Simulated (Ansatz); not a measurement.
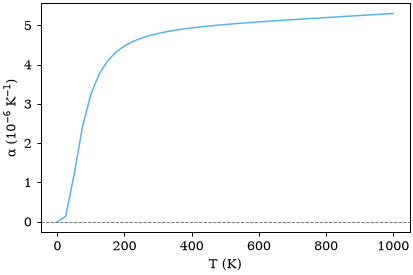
Figure. Linear thermal expansion of W in the bcc (W type) structure from the quasi-harmonic free energy, Ansatz (an electronic-structure program), PBE functional, plane-wave PAW

The run noted for some of its cells that some bands missed the eigensolver's tolerance. Spin-orbit coupling is not included.

Read off α at 500 K, and say whether it is negative anywhere.

About 5.0 × 10⁻⁶ K⁻¹. It is not negative in the range shown.
